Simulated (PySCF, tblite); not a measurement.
**C6H5F2O radical: geometry, infrared bands and EPR parameters**

What infrared bands and EPR parameters should C6H5F2O radical (`OC1=C(F)C=C[C](F)C1`) show?

Programs: tblite 0.8.0 and PySCF 2.14.0, with density-fitted response routines of our own. Each step states its level of theory. These are calculated values for one molecule in the gas phase, unless marked as measured. Atoms count from 0, in the outputs and in this text.

**1. The starting structure**

14 atoms, charge 0, multiplicity 2; geometry from: force field or distance geometry start.

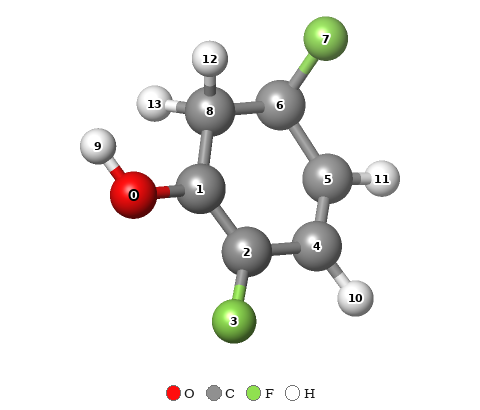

As it starts; oxygen red, carbon grey, fluorine green, hydrogen white, atoms numbered; sticks join atoms by distance.

**2. Relaxing the molecule with GFN2-xTB**

The job: settings as JSON, then the geometry in Å.

```
{"job": {"kind": "relax", "xc": "GFN2-xTB", "basis": "xTB"}, "charge": 0, "multiplicity": 2}
O      2.282900     0.601100    -0.594200
C      0.917500     0.334200    -0.311100
C      0.122400     1.359400    -0.337400
F      0.506600     2.615300    -0.642700
C     -1.288800     1.105300    -0.036000
C     -1.650100    -0.121700     0.237700
C     -0.845500    -1.325300     0.308900
F     -0.872700    -1.899900     1.594200
C      0.581700    -1.054300     0.008800
H      2.916600    -0.174200    -0.548100
H     -1.973700     1.943000    -0.072100
H     -2.737900    -0.242700     0.458800
H      1.236500    -1.462800     0.838500
H      0.803700    -1.677900    -0.927600
```

Launch:

```sh
$ OMP_NUM_THREADS=1 python probes_run.py task.json out
```

The driver reads the jobs from task.json and runs them one after another.

What it wrote:

```text
step      E/eV     max force
  0    -783.78004    5.054
  1    -784.34171    2.649
  2    -784.54725    1.942
  3    -784.78401    1.187
  4    -784.91676    1.153
  5    -784.99167    0.681
  6    -785.03264    0.651
  7    -785.11138    0.729
  8    -785.17609    0.839
  9    -785.22376    0.576
 10    -785.24710    0.392
 11    -785.26406    0.404
 12    -785.28199    0.511
 13    -785.29612    0.394
 14    -785.30477    0.297
 15    -785.31092    0.218
 16    -785.31765    0.258
 17    -785.32332    0.240
 18    -785.32729    0.207
 19    -785.33060    0.196
 20    -785.33419    0.213
 21    -785.33774    0.198
 22    -785.34073    0.144
 23    -785.34323    0.134
 24    -785.34550    0.131
 25    -785.34748    0.142
 26    -785.34902    0.098
 27    -785.35022    0.096
 28    -785.35123    0.090
 29    -785.35208    0.083
 30    -785.35280    0.074
 31    -785.35358    0.092
 32    -785.35453    0.097
 33    -785.35550    0.075
 34    -785.35618    0.064
 35    -785.35657    0.058
 36    -785.35695    0.058
 37    -785.35747    0.066
 38    -785.35810    0.071
 39    -785.35865    0.064
 40    -785.35910    0.050
 41    -785.35956    0.054
 42    -785.36011    0.060
 43    -785.36063    0.050
 44    -785.36098    0.036
 45    -785.36121    0.039
 46    -785.36145    0.040
 47    -785.36173    0.043
 48    -785.36197    0.035
 49    -785.36214    0.033
 50    -785.36228    0.033
 51    -785.36242    0.037
 52    -785.36260    0.037
 53    -785.36281    0.036
 54    -785.36304    0.047
 55    -785.36332    0.048
 56    -785.36363    0.060
 57    -785.36392    0.066
 58    -785.36416    0.051
 59    -785.36434    0.030
 60    -785.36448    0.027
 61    -785.36459    0.027
 62    -785.36466    0.023
 63    -785.36470    0.014
 64    -785.36473    0.013
 65    -785.36475    0.012
 66    -785.36478    0.017
 67    -785.36481    0.014
 68    -785.36483    0.012
 69    -785.36485    0.007
```

Run time: 0.33 s. Hardware: 1 thread of Arm Neoverse V2, shared host.

Step by step: (not every step is listed)

```csv
step,energy from step 0 (eV),largest force (eV/Å)
0,0.0000,5.0544
1,-0.5617,2.6491
2,-0.7672,1.9419
3,-1.0040,1.1871
4,-1.1367,1.1527
5,-1.2116,0.6806
6,-1.2526,0.6506
7,-1.3313,0.7288
8,-1.3961,0.8388
13,-1.5161,0.3945
18,-1.5472,0.2074
23,-1.5632,0.1342
28,-1.5712,0.0898
33,-1.5755,0.0751
38,-1.5781,0.0711
43,-1.5806,0.0503
48,-1.5819,0.0350
53,-1.5828,0.0362
58,-1.5841,0.0510
63,-1.5847,0.0145
64,-1.5847,0.0127
65,-1.5847,0.0123
66,-1.5847,0.0166
67,-1.5848,0.0139
68,-1.5848,0.0124
69,-1.5848,0.0070
```

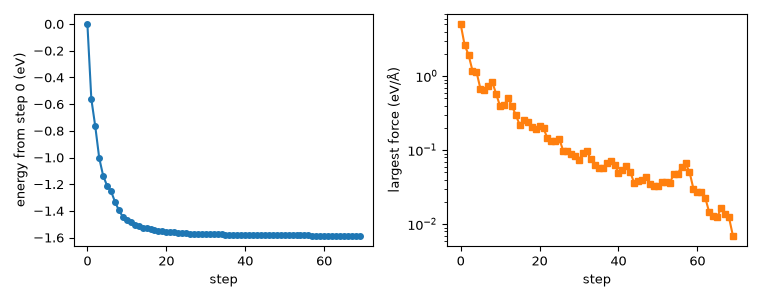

Energy and largest force along the relaxation.

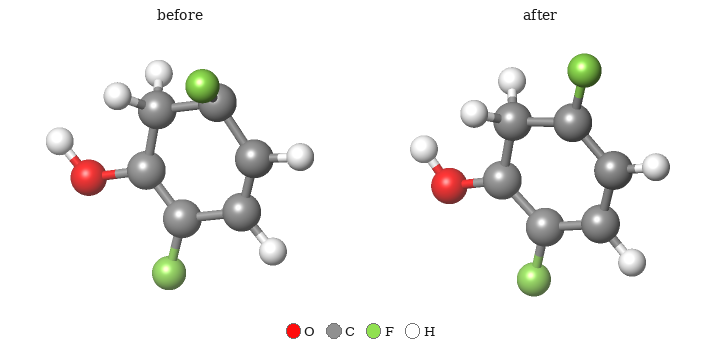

The geometry before (left) and after (right).

Distances of close pairs at the start and the end, largest changes first:

```csv
bond,before (Å),after (Å),change (Å)
C5–C6,1.450,1.351,-0.098
C4–C5,1.308,1.403,+0.095
C1–C2,1.298,1.369,+0.071
C2–C4,1.465,1.398,-0.067
O0–C1,1.420,1.357,-0.062
C6–F7,1.408,1.354,-0.055
C8–H13,1.147,1.104,-0.043
C5–H11,1.117,1.078,-0.039
```

The end geometry stands in the next job.

**3. Vibrational analysis with GFN2-xTB**

The job: settings as JSON, then the geometry in Å.

```
{"job": {"kind": "ir", "xc": "GFN2-xTB", "basis": "xTB"}, "charge": 0, "multiplicity": 2}
O      2.306824     0.603342    -0.701532
C      1.021634     0.361200    -0.337784
C      0.082154     1.355044    -0.394319
F      0.456012     2.581945    -0.816985
C     -1.255454     1.167299    -0.033292
C     -1.674567    -0.095136     0.413139
C     -0.787294    -1.111405     0.487071
F     -1.170559    -2.337192     0.914781
C      0.656057    -1.015156     0.124754
H      2.844421    -0.191463    -0.606763
H     -1.939741     1.993116    -0.101053
H     -2.701620    -0.257839     0.696786
H      1.273419    -1.299674     0.994365
H      0.888036    -1.754554    -0.661335
```

What it wrote:

```text
mode    cm-1     km/mol
  1      96.5      8.92
  2     141.5      0.22
  3     262.7      2.58
  4     303.9    140.72
  5     312.1     13.07
  6     329.7      2.16
  7     337.9      8.77
  8     388.8      0.54
  9     438.7      0.42
 10     445.5      0.00
 11     536.2      5.47
 12     543.8      9.77
 13     701.6     39.54
 14     733.5     29.51
 15     764.0     21.66
 16     861.2     20.39
 17     908.1     41.17
 18     922.0      2.25
 19    1047.1    111.59
 20    1112.2     14.05
 21    1117.7      0.08
 22    1159.5    129.15
 23    1170.0    190.15
 24    1226.0     26.39
 25    1275.5    184.10
 26    1313.9     74.46
 27    1345.6     97.78
 28    1414.6     26.54
 29    1426.4     14.31
 30    1547.5    173.62
 31    1621.8     30.61
 32    2791.6     15.76
 33    2847.3     30.77
 34    3116.1      6.37
 35    3150.0      1.73
 36    3522.8     39.33
```

Run time: 0.34 s. Hardware: 1 thread of Arm Neoverse V2, shared host.

Which atoms move in the most intense modes:

```csv
cm⁻¹,km/mol,atoms
304,140.7,H9 84 %
1047,111.6,"H11 17 %, C8 16 %, H9 13 %, C2 13 %"
1160,129.2,"C6 33 %, H10 29 %, F7 12 %"
1170,190.2,"C2 30 %, H9 28 %"
1276,184.1,"C1 30 %, O0 17 %"
1314,74.5,"C1 23 %, C5 17 %, C8 17 %, C4 11 %"
1346,97.8,"C8 20 %, C2 19 %, C6 18 %, H11 14 %"
1548,173.6,"C1 30 %, C2 20 %, C6 19 %, C5 11 %"
```

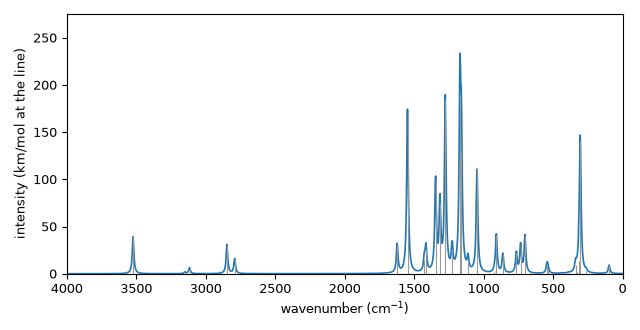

The infrared spectrum from these modes, unscaled. Lines are broadened to a width of 14 cm⁻¹ (Lorentzian).

**4. g tensor and hyperfine couplings: B3LYP/pcH-1**

The job, as its differences from that of step 3:

```diff
@@ -1,2 +1,2 @@
-{"job": {"kind": "ir", "xc": "GFN2-xTB", "basis": "xTB"}, "charge": 0, "multiplicity": 2}
+{"job": {"kind": "epr", "basis": "pcH-1"}, "charge": 0, "multiplicity": 2}
 O      2.306824     0.603342    -0.701532
```

Method: UKS B3LYP, pcH-1 on C F H O, non-relativistic, mean-field spin-orbit, GIAO.

What it wrote:

```text
UKS, coarse grid
  cycle   1  E = -506.37889831  |g| = 6.24e-01
  cycle   2  E = -506.17918812  |g| = 9.93e-01
  cycle   3  E = -506.50830735  |g| = 1.14e-01
  cycle   4  E = -506.51381083  |g| = 4.15e-02
  cycle   5  E = -506.51467452  |g| = 1.53e-02
  cycle   6  E = -506.51482656  |g| = 7.28e-03
  cycle   7  E = -506.51489681  |g| = 3.24e-03
  cycle   8  E = -506.51491584  |g| = 2.22e-03
  cycle   9  E = -506.51491859  |g| = 4.85e-04
UKS, final grid
  cycle   1  E = -506.51479164  |g| = 8.05e-04
  cycle   2  E = -506.51479088  |g| = 1.51e-03
  cycle   3  E = -506.51479199  |g| = 9.74e-05
  cycle   4  E = -506.51479200  |g| = 5.38e-05
  cycle   5  E = -506.51479200  |g| = 2.71e-05
E = -506.51479200 Eh   <S^2> = 0.7842 (exact 0.7500)
g shifts (ppm)      1          2          3
  rmc          -175       -175       -175
  gc             -2         37         39
  oz_so         -46       1160       1766
  total        -222       1022       1630
hyperfine (MHz)  atom isotope    a_iso     a_fc   dipolar eigenvalues
    0   17O      -8.44      -8.44    -28.36     13.54     14.82
    1   13C      37.27      37.27    -35.14    -33.76     68.91
    2   13C     -42.25     -42.25    -24.09     10.96     13.13
    3   19F     -25.20     -25.20    -65.68     24.37     41.31
    4   13C      45.95      45.95    -42.97    -40.52     83.49
    5   13C     -35.92     -35.92    -23.29     10.24     13.05
    6   13C      41.72      41.72    -35.04    -33.71     68.74
    7   19F      50.01      50.01    -96.86    -76.87    173.72
    8   13C     -34.61     -34.61     -0.61      0.00      0.61
    9    1H      -5.26      -5.26     -5.03     -3.93      8.96
   10    1H     -35.79     -35.79    -20.99      0.12     20.87
   11    1H       9.78       9.78     -3.89     -1.00      4.89
   12    1H     136.39     136.39     -3.28      0.20      3.08
   13    1H     136.85     136.85     -3.27      0.20      3.07
```

It took 78 s on 1 thread of Arm Neoverse V2, shared host; peak memory 1.1 GiB.

Principal g values 2.00210, 2.00334, 2.00395; g(iso) = 2.00313, against 2.00232 for a free electron.

Mean a(iso) over the nuclei that a row names, and the largest dipolar term of the row (other rows stand at the frozen geometry):

```csv
nuclei,isotope,a(iso) (MHz),"a(iso) (G, at g = 2.0023)",largest dipolar term (MHz)
"H12, H13",1H,136.6,48.7,-3.3
F7,19F,50.0,17.8,173.7
C4,13C,46.0,16.4,83.5
C2,13C,-42.3,-15.1,-24.1
C6,13C,41.7,14.9,68.7
C1,13C,37.3,13.3,68.9
C5,13C,-35.9,-12.8,-23.3
H10,1H,-35.8,-12.8,-21.0
C8,13C,-34.6,-12.4,-0.6
F3,19F,-25.2,-9.0,-65.7
H11,1H,9.8,3.5,4.9
O0,17O,-8.4,-3.0,-28.4
H9,1H,-5.3,-1.9,9.0
```

Mulliken spin populations:

O0 0.06; C1 0.37; C2 -0.17; F3 -0.01; C4 0.53; C5 -0.20; C6 0.37; F7 0.02; C8 -0.08; H9 0.00; H10 -0.02; H11 0.01; H12 0.07; H13 0.07

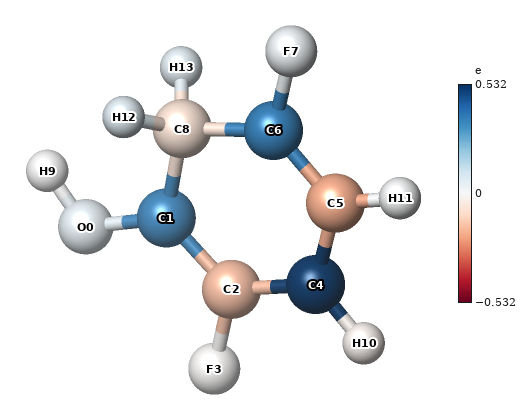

Mulliken spin populations, as colours on the atoms.

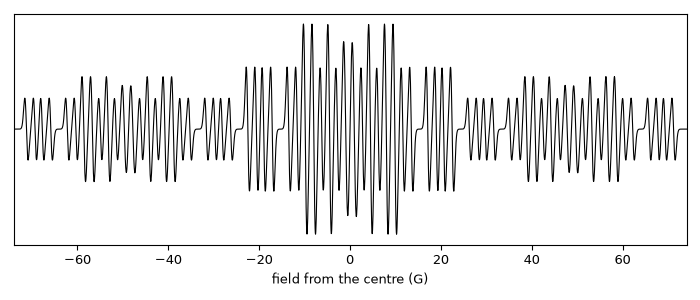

First-order isotropic spectrum (first derivative, main isotopes with spin only, couplings over 0.8 MHz, Gaussian width 0.4 G; couplings of the frozen geometry, rotation of groups not averaged beyond the rows shown).

The fields below are evaluated on a grid from the run's orbitals.

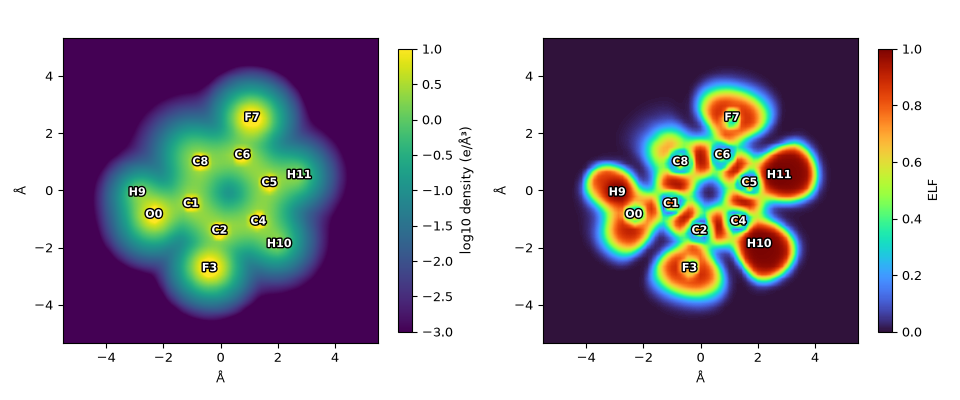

Density (left) and ELF (right) in a plane through or near 12 of the atoms.

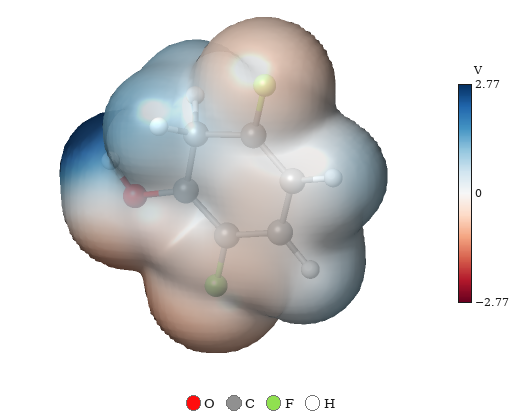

The potential that a unit positive charge feels on the 0.002 e/bohr³ surface, from -1.26 V near O0 to 2.77 V near H9.

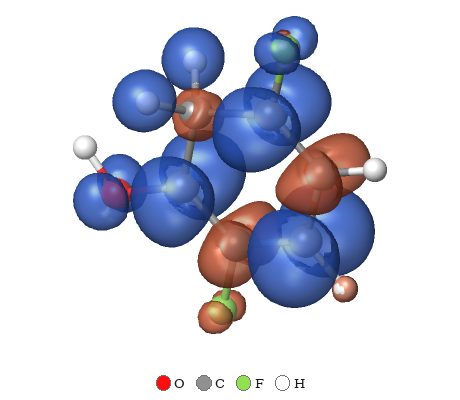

Spin density at ±0.02 e/Å³ (alpha excess blue, beta excess red).

**5. Results**

| quantity | value |
| --- | --- |
| strongest single infrared mode (GFN2-xTB) | 1170 cm⁻¹, 190 km/mol |
| zero-point energy (GFN2-xTB) | 58.9 kcal/mol |
| g(iso) (B3LYP) | 2.00313 |
| ⟨S²⟩ | 0.784 (exact 0.75) |
| largest a(iso) (averaged by class) | 1H on H12, H13, 136.6 MHz |
| potential on the surface of density 0.002 e/bohr³, 1st and 99th percentile | -1.26 V and 2.77 V |

What this shows: The optimisation took 69 steps and gained 1.585 eV; among the close pairs (by a distance rule), C5–C6 changed most, from 1.450 to 1.351 Å. No mode is imaginary among the 36: a minimum at this level. The strongest single mode, at 1170 cm⁻¹, is spread over many atoms; the largest shares are those of C2, H9. Unscaled tight-binding wavenumbers are off by several per cent, some by more. Its intensities can rank the bands wrongly. C4 carries the largest spin population, 0.53 e. The isotropic g lies 0.8 ppt above the free-electron value. The conformer search found further structures of the same energy, which may be mirror or relabelled copies of this one.
